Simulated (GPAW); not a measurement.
**AlGaN2 (P-4m2): G0W0 on several meshes in GPAW**

Aim: the GW shift of AlGaN2 (P-4m2) against the k mesh.

Main program and level: GPAW 26.7.0; LDA and many-body steps on it, plane waves.

## Step 1: The starting structure

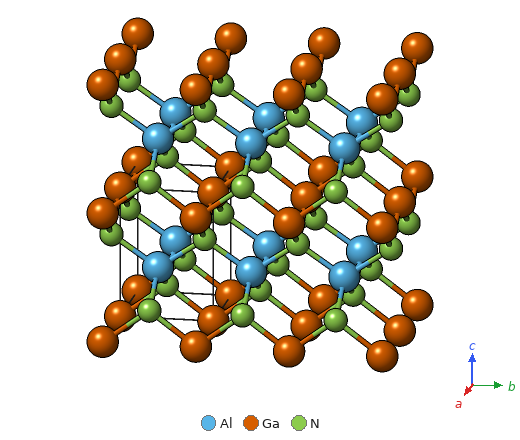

The starting structure, seen slightly off an axis (aluminium blue, gallium orange, nitrogen green). 2×3×2 cells are drawn. Some periodic images of atoms are drawn too.

Structure file:

```xyz
4
Lattice="3.1409 0.0000 0.0000 0.0000 3.1409 0.0000 0.0000 0.0000 4.4238" Properties=species:S:1:pos:R:3 pbc="T T T"
Al    1.5704    1.5704    2.2119
Ga    0.0000    0.0000    0.0000
N     1.5704    0.0000    3.2660
N     0.0000    1.5704    1.1579
```

The cell and positions are those that the Materials Project relaxed with its own functionals (PBE, PBE+U or r2SCAN), kept fixed.

## Step 2: Empty states on the mesh, 4×4×4 mesh, 290 bands

This step: GPAW 26.7.0; DFT, LDA, plane waves, PAW.

The sums over transitions need many empty states on a uniform mesh; this step solves for them.

run.py reads:

```python
import json
import numpy as np
from gpaw.mpi import world
from gpaw import GPAW

calc = GPAW('gs.gpw').fixed_density(kpts={'size': (4, 4, 4), 'gamma': True},
    parallel={'domain': 1, 'band': 1},
    txt='nscf.txt')
calc.diagonalize_full_hamiltonian(nbands=290)
calc.write('full.gpw', mode='all')
res = {}
kpts = calc.get_ibz_k_points()
res['kpts'] = kpts
res['eigenvalues'] = [calc.get_eigenvalues(kpt=k) for k in range(len(kpts))]
res['n_electrons'] = calc.get_number_of_electrons()

if world.rank == 0:
    with open('result.json', 'w') as f:
        json.dump(res, f, default=lambda x: x.tolist())
```

The run is started by

```console
> mpirun -n 4 gpaw python run.py
```

Numbers of over 12 decimals in the logs are rounded to 6 here.

What it wrote:

```text
Diagonalizing LCAO Hamiltonian
Converting LCAO to pw mode
convergence criteria:
- Maximum integral of absolute [eigenst]ate change: 4e-08 eV^2 / valence electron
maximum number of iterations: 100

SCF iterations
|iter     |     time |      energy | eigst |  dens |
|iter:   1|  |             | +0.86 |       |
|iter:   2|  |             | -0.57 |       |
|iter:   3|  |             | -1.44 |       |
[...]
|iter:  10|  |             | -6.43 |       |
|iter:  11|  |             | -6.72 |       |
|iter:  12|  |             | -7.48c|       |
SCF steps: 12
  __  _  _
 | _ |_)|_||  |
 |__||  | ||/\| - 26.7.0

Input parameters:
  mode=PW(ecut=600.0),
  convergence={'density': 1e-06, 'bands': -3},
  gpts=array([18, 18, 25]),
  kpts=MonkhorstPack(size=(4, 4, 4), gamma=True),
  maxiter=100,
  nbands=16,
  occupations=Occupations(name='fermi-dirac', width=0.001, fixmagmom=False),
  parallel={'domain': 1, 'band': 1},
  xc=XC(name='LDA')
Matrix size: 1465x1465
# Writing to full.gpw (mode='all')
  [... matrices ...]

timing:  # [seconds]
  Total: 14.802  # ━━━━━━━━━━━━━━━━━━━━━━━━━━━━━━━━━━━━━━━━━━━━━━━━━━━━━━━━━━
```

Elapsed: 18 s, on 4 MPI ranks of Arm Neoverse V2, shared host; peak memory 1.4 GiB; 73 s of CPU time.

Numbers from this step:

| Property | Result |
| --- | --- |
| gap | 2.933 eV |
| k of the valence top | 0, 0, 0 |
| k of the conduction bottom | 0, 0, 0 |
| least direct gap | 2.933 eV |
| k points computed | 18 |
| lowest point of the top converged band, above the valence top | 186.9323 eV |

On this mesh the gap is 2.933 eV.

## Step 3: 4×4×4

Now the one-shot GW correction: screening in the RPA, then the self-energy of the levels asked for.

This step: G0W0 on LDA, plane waves, PAW.

run.py reads:

```python
import json
import numpy as np
from gpaw.mpi import world
from gpaw.response.g0w0 import G0W0

gw = G0W0('full.gpw',
    filename='gw',
    kpts=[0],
    bands=(6, 10),
    ecut=120,
    nbands=130,
    integrate_gamma='WS',
    ppa=True)
gw.calculate()
res = {mode: {k: v for k, v in r.items() if k != 'sigma_eskwn'}
       for mode, r in gw.all_results.items()}

if world.rank == 0:
    with open('result.json', 'w') as f:
        json.dump(res, f, default=lambda x: x.tolist())
```

The run is started by

```console
> mpirun -n 4 gpaw python run.py
```

What it wrote:

```text
Using integrator: PointIntegrator
FrequencyGridDescriptor(from 0.000+0.000j to 0.000+27.211j eV, 2 points)
Nonperiodic BCs:  [False False False]
Using integrator: PointIntegrator
FrequencyGridDescriptor(from 0.000+0.000j to 0.000+27.211j eV, 2 points)
Nonperiodic BCs:  [False False False]
  ___  _ _ _
 |   || | | |
 | | || | | |
 |__ ||_____|
 |___|

BZ k-points: Symmetries present (total): 8

  [... matrices ...]
64 k-points: 4 x 4 x 4 Monkhorst-Pack grid + [1/8,1/8,1/8]
18 k-points in the irreducible part of the Brillouin zone
       k-points in crystal coordinates                weights
   0:     0.00000000    0.00000000    0.00000000          1/64
   1:     0.00000000    0.00000000    0.25000000          2/64
   2:     0.00000000    0.00000000    0.50000000          1/64
   3:     0.25000000    0.00000000    0.00000000          4/64
   4:     0.25000000    0.00000000    0.25000000          8/64
   5:     0.25000000    0.00000000    0.50000000          4/64
   6:     0.25000000    0.25000000    0.00000000          4/64
   7:     0.25000000    0.25000000    0.25000000          8/64
   8:     0.25000000    0.25000000    0.50000000          4/64
   9:     0.50000000    0.00000000    0.00000000          2/64
          ...
  17:     0.50000000    0.50000000    0.50000000          1/64

Distributing spins, k-points and bands (1 x 1 x 4) over 4 processes
Number of blocks: 1

Quasi particle states:
k-points (IBZ indices): [0]
Band range: (6, 10)
  [... matrices ...]
Computational parameters:
Plane wave cut-off: 120 eV
Number of bands: 130
Coulomb cutoff: None
Broadening: 0.1 eV

fxc modes: GW
Kernel: RPA
Using Godby-Needs plasmon-pole approximation:
  Fitting energy: i*E0, E0 = 1.000 Hartree
Summing all q:

Calculating screened Coulomb potential
No Coulomb truncation
FrequencyGridDescriptor(from 0.000+0.000j to 0.000+27.211j eV, 2 points)
Removing empty qpoint cache files...

Calculating chi0 body with:
    Ground state adapter containing:
    Number of spins: 1
    Number of kpoints: 64
    Number of irreducible kpoints: 18
    Number of completely occupied states: 8
    Number of partially occupied states: 8
    Occupied states memory: 0.98876953125 M / cpu

    Linear response parametrization:
    q_c: [0.0, 0.0, 0.0]
    Number of frequency points: 2
    Planewave cutoff: 120.0
    Number of bands: 130
    Number of planewaves: 123
    Broadening (eta): 1e-06
    comm.size: 4
    kncomm.size: 4
    blockcomm.size: 1

    Memory estimate of potentially large arrays:
        chi0_wGG: 0.461700 M / cpu
Integrating chi0 body.

Symmetries of q_c:
    Direct symmetries (Uq -> q): 8
    Indirect symmetries (TUq -> q): 8
In total 16 allowed symmetries.

  [... matrices ...]
18 groups of equivalent kpoints. 71.875% reduction.

Integral kind: response function
Integrating chi0 head and wings.

Symmetries of q_c:
    Direct symmetries (Uq -> q): 8
    Indirect symmetries (TUq -> q): 8
In total 16 allowed symmetries.

  [... matrices ...]
18 groups of equivalent kpoints. 71.875% reduction.

Integral kind: response function wings

Calculating chi0 body with:
    Ground state adapter containing:
    Number of spins: 1
    Number of kpoints: 64
    Number of irreducible kpoints: 18
    Number of completely occupied states: 8
    Number of partially occupied states: 8
    Occupied states memory: 0.98876953125 M / cpu

    Linear response parametrization:
[... the further q-points ...]

Results:
f:      Occupation numbers
eps:     KS-eigenvalues [eV]
vxc:     KS vxc [eV]
exx:     Exact exchange [eV]
sigma:   Self-energies [eV]
dsigma:  Self-energy derivatives
Z:       Renormalization factors
qp:      QP-energies [eV]

k-point 0 (0): (0.000, 0.000, 0.000)                GW
band       f     eps     vxc     exx   sigma  dsigma       Z      qp
                                                                   GW
   6   1.000   5.908 -18.510 -21.993   2.931  -0.271   0.787   5.473
   7   1.000   5.908 -18.510 -21.992   2.930  -0.271   0.787   5.474
   8   0.000   8.840 -15.637 -10.895  -3.419  -0.226   0.816   9.920
   9   0.000   9.436 -12.551  -7.924  -3.759  -0.203   0.831  10.157
```

It took 30 s on 4 MPI ranks; peak memory 1.3 GiB.

Numbers from this step:

```yaml
g0w0_gap_on_the_points_computed: 4.446 eV
least_direct_g0w0_gap_on_the_computed_points: 4.446 eV
z_at_the_valence_top: 0.7868
z_at_the_conduction_bottom: 0.8159
starting_gap_on_the_mesh: 2.933 eV
k_of_the_valence_top: 0, 0, 0
k_of_the_conduction_bottom: 0, 0, 0
```

The gap on the mesh goes from 2.93 eV to 4.45 eV, a correction of +1.51 eV.

## Step 4: Empty states on the mesh, 4×4×2 mesh, 140 bands

This step: DFT, LDA, plane waves, PAW.

run.py reads:

```python
import json
import numpy as np
from gpaw.mpi import world
from gpaw import GPAW

calc = GPAW('gs.gpw').fixed_density(kpts={'size': (4, 4, 2), 'gamma': True},
    parallel={'domain': 1, 'band': 1},
    txt='nscf.txt')
calc.diagonalize_full_hamiltonian(nbands=140)
calc.write('full.gpw', mode='all')
res = {}
kpts = calc.get_ibz_k_points()
res['kpts'] = kpts
res['eigenvalues'] = [calc.get_eigenvalues(kpt=k) for k in range(len(kpts))]
res['n_electrons'] = calc.get_number_of_electrons()

if world.rank == 0:
    with open('result.json', 'w') as f:
        json.dump(res, f, default=lambda x: x.tolist())
```

The run is started by

```console
> mpirun -n 4 gpaw python run.py
```

What it wrote:

```text
Diagonalizing LCAO Hamiltonian
Converting LCAO to pw mode
convergence criteria:
- Maximum integral of absolute [eigenst]ate change: 4e-08 eV^2 / valence electron
maximum number of iterations: 100

SCF iterations
|iter     |     time |      energy | eigst |  dens |
|iter:   1|  |             | +0.85 |       |
|iter:   2|  |             | -0.60 |       |
|iter:   3|  |             | -1.51 |       |
[...]
|iter:   8|  |             | -5.99 |       |
|iter:   9|  |             | -6.80 |       |
|iter:  10|  |             | -7.71c|       |
SCF steps: 10
  __  _  _
 | _ |_)|_||  |
 |__||  | ||/\| - 26.7.0

Input parameters:
  mode=PW(ecut=600.0),
  convergence={'density': 1e-06, 'bands': -3},
  gpts=array([18, 18, 25]),
  kpts=MonkhorstPack(size=(4, 4, 2), gamma=True),
  maxiter=100,
  nbands=16,
  occupations=Occupations(name='fermi-dirac', width=0.001, fixmagmom=False),
  parallel={'domain': 1, 'band': 1},
  xc=XC(name='LDA')
Matrix size: 1465x1465
# Writing to full.gpw (mode='all')
  [... matrices ...]

timing:  # [seconds]
  Total: 8.022  # ━━━━━━━━━━━━━━━━━━━━━━━━━━━━━━━━━━━━━━━━━━━━━━━━━━━━━━━━━━━
```

The job ended after 11 s (4 MPI ranks; peak memory 1.3 GiB).

Numbers from this step:

```yaml
gap: 2.933 eV
k_of_the_valence_top: 0, 0, 0
k_of_the_conduction_bottom: 0, 0, 0
least_direct_gap: 2.933 eV
k_points_computed: 12
lowest_point_of_the_top_converged_band_above_the_valence_top: 104.9818 eV
```

On this mesh the gap is 2.933 eV.

## Step 5: 4×4×2

This step: G0W0 on LDA, plane waves, PAW.

run.py reads:

```python
import json
import numpy as np
from gpaw.mpi import world
from gpaw.response.g0w0 import G0W0

gw = G0W0('full.gpw',
    filename='gw',
    kpts=[0],
    bands=(6, 10),
    ecut=120,
    nbands=130,
    integrate_gamma='WS',
    ppa=True)
gw.calculate()
res = {mode: {k: v for k, v in r.items() if k != 'sigma_eskwn'}
       for mode, r in gw.all_results.items()}

if world.rank == 0:
    with open('result.json', 'w') as f:
        json.dump(res, f, default=lambda x: x.tolist())
```

The run is started by

```console
> mpirun -n 4 gpaw python run.py
```

What it wrote:

```text
Using integrator: PointIntegrator
FrequencyGridDescriptor(from 0.000+0.000j to 0.000+27.211j eV, 2 points)
Nonperiodic BCs:  [False False False]
Using integrator: PointIntegrator
FrequencyGridDescriptor(from 0.000+0.000j to 0.000+27.211j eV, 2 points)
Nonperiodic BCs:  [False False False]
  ___  _ _ _
 |   || | | |
 | | || | | |
 |__ ||_____|
 |___|

BZ k-points: Symmetries present (total): 8

  [... matrices ...]
32 k-points: 4 x 4 x 2 Monkhorst-Pack grid + [1/8,1/8,1/4]
12 k-points in the irreducible part of the Brillouin zone
       k-points in crystal coordinates                weights
   0:     0.00000000    0.00000000    0.00000000          1/32
   1:     0.00000000    0.00000000    0.50000000          1/32
   2:     0.25000000    0.00000000    0.00000000          4/32
[...]
9:     0.50000000    0.25000000    0.50000000          4/32
          ...
  11:     0.50000000    0.50000000    0.50000000          1/32

Distributing spins, k-points and bands (1 x 1 x 4) over 4 processes
Number of blocks: 1

Quasi particle states:
k-points (IBZ indices): [0]
Band range: (6, 10)
  [... matrices ...]
Computational parameters:
Plane wave cut-off: 120 eV
Number of bands: 130
Coulomb cutoff: None
Broadening: 0.1 eV

fxc modes: GW
Kernel: RPA
Using Godby-Needs plasmon-pole approximation:
  Fitting energy: i*E0, E0 = 1.000 Hartree
Summing all q:

Calculating screened Coulomb potential
No Coulomb truncation
FrequencyGridDescriptor(from 0.000+0.000j to 0.000+27.211j eV, 2 points)
Removing empty qpoint cache files...

Calculating chi0 body with:
    Ground state adapter containing:
    Number of spins: 1
    Number of kpoints: 32
    Number of irreducible kpoints: 12
    Number of completely occupied states: 8
    Number of partially occupied states: 8
    Occupied states memory: 0.98876953125 M / cpu

    Linear response parametrization:
    q_c: [0.0, 0.0, 0.0]
    Number of frequency points: 2
    Planewave cutoff: 120.0
    Number of bands: 130
    Number of planewaves: 123
    Broadening (eta): 1e-06
    comm.size: 4
    kncomm.size: 4
    blockcomm.size: 1

    Memory estimate of potentially large arrays:
        chi0_wGG: 0.461700 M / cpu
Integrating chi0 body.

Symmetries of q_c:
    Direct symmetries (Uq -> q): 8
    Indirect symmetries (TUq -> q): 8
In total 16 allowed symmetries.

  [... matrices ...]
12 groups of equivalent kpoints. 62.5% reduction.

Integral kind: response function
Integrating chi0 head and wings.

Symmetries of q_c:
    Direct symmetries (Uq -> q): 8
    Indirect symmetries (TUq -> q): 8
In total 16 allowed symmetries.

  [... matrices ...]
12 groups of equivalent kpoints. 62.5% reduction.

Integral kind: response function wings

Calculating chi0 body with:
    Ground state adapter containing:
    Number of spins: 1
    Number of kpoints: 32
    Number of irreducible kpoints: 12
    Number of completely occupied states: 8
    Number of partially occupied states: 8
    Occupied states memory: 0.98876953125 M / cpu

    Linear response parametrization:
[... the further q-points ...]

Results:
f:      Occupation numbers
eps:     KS-eigenvalues [eV]
vxc:     KS vxc [eV]
exx:     Exact exchange [eV]
sigma:   Self-energies [eV]
dsigma:  Self-energy derivatives
Z:       Renormalization factors
qp:      QP-energies [eV]

k-point 0 (0): (0.000, 0.000, 0.000)                GW
band       f     eps     vxc     exx   sigma  dsigma       Z      qp
                                                                   GW
   6   1.000   5.908 -18.510 -21.977   2.934  -0.272   0.786   5.489
   7   1.000   5.908 -18.510 -21.976   2.934  -0.272   0.786   5.489
   8   0.000   8.840 -15.637 -10.826  -3.493  -0.228   0.814   9.913
   9   0.000   9.436 -12.551  -7.941  -3.767  -0.205   0.830  10.135
```

Run time: 15 s. Hardware: 4 MPI ranks; peak memory 1.1 GiB.

This step gave:

```yaml
g0w0_gap_on_the_points_computed: 4.424 eV
least_direct_g0w0_gap_on_the_computed_points: 4.424 eV
z_at_the_valence_top: 0.7860
z_at_the_conduction_bottom: 0.8143
starting_gap_on_the_mesh: 2.933 eV
k_of_the_valence_top: 0, 0, 0
k_of_the_conduction_bottom: 0, 0, 0
```

Against G0W0 in GPAW (4×4×4 mesh, 130 bands, screening to 120 eV, Godby-Needs plasmon pole), the gap moves by −0.022 eV.

## Step 6: Side by side

Times are wall times on 4 MPI ranks of Arm Neoverse V2, shared host, good to a factor of about two.

```csv
run,mesh,bands,screening cutoff (eV),DFT gap (eV),gap on the mesh (eV),direct (eV),time
4×4×4,4×4×4,130,120,2.933,4.446,4.446,30 s
4×4×2,4×4×2,130,120,2.933,4.424,4.424,15 s
```

## Step 7: What came out

```
4×4×4        : 4.446 eV
4×4×2        : 4.424 eV
known limits : not at the basis limit; no spin-orbit coupling; coarse k mesh
```

4×4×2: −0.022 eV against 4×4×4. Bands and cutoff are finite, so the gap is not at the basis limit. The miss can reach some tenths of an eV and take either sign; the mesh is an error of its own. These stock PAW sets were not made for GW; the filled d or f shell of Ga lies in the frozen core, which bears on start and correction. In the G0W0 runs levels were corrected at 1 k point alone, so a gap called «on the mesh» is the least over those, and an edge elsewhere would be missed. The 4×4×4 mesh is coarse for this cell, which bears on the long-range parts of exchange and screening. Mesh or cutoff lie under what a gap needs, so these runs test behaviour and cost; their gaps are not to be quoted. The many-body steps are scalar-relativistic: spin-orbit coupling is not in them.

[Paths, hosts, dates, memory and timing lines, banners, echoed tables and standing remarks are left out of the program output.]

[Logs are printed without paths, hosts, clocks, repeated set-up lines and the standing remarks that a program may print on its own settings, such as how far it seeks lower states.]

[Runs of the session that timed out or met a known fault of the program may be left out.]

[Hosts, paths, dates, database ids (printed as entryN), source tags and the programs' standing remarks are cut or masked in the printed files.]
